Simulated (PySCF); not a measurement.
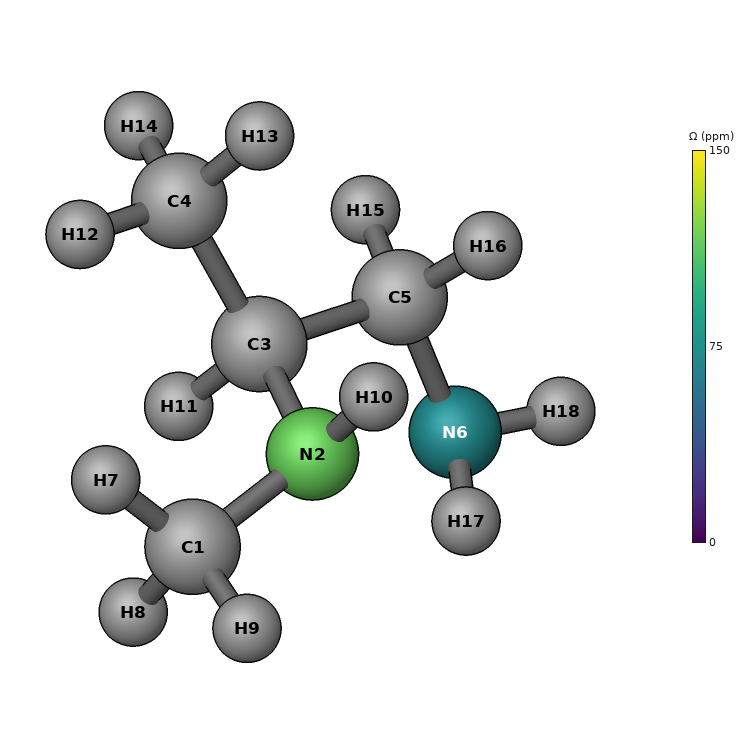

The N atoms are coloured by the span of their shielding tensor. The geometry was computed by an optimisation with GFN2-xTB. No frequency run is at hand to confirm it as a minimum. Method: GIAO PBE0/pcSseg-1 NMR shielding, non-relativistic, gas phase (PySCF 2.14.0). Principal shieldings σ11 ≤ σ22 ≤ σ33, span Ω = σ33 − σ11, skew κ = 3(σiso − σ22)/Ω.

Question. Which N atom has the most anisotropic shielding?

Answer. N2, with a span of 116 ppm.

Give the shielding tensors of the N atoms.

```json
{"atom": "N2", "σ11": "163.0", "σ22": "194.7", "σ33": "278.9", "σiso": "212.2", "Ω": "115.9", "κ": "0.45"}
{"atom": "N6", "σ11": "194.3", "σ22": "244.9", "σ33": "265.2", "σiso": "234.8", "Ω": "70.9", "κ": "−0.43"}
```

Shieldings and span in ppm.
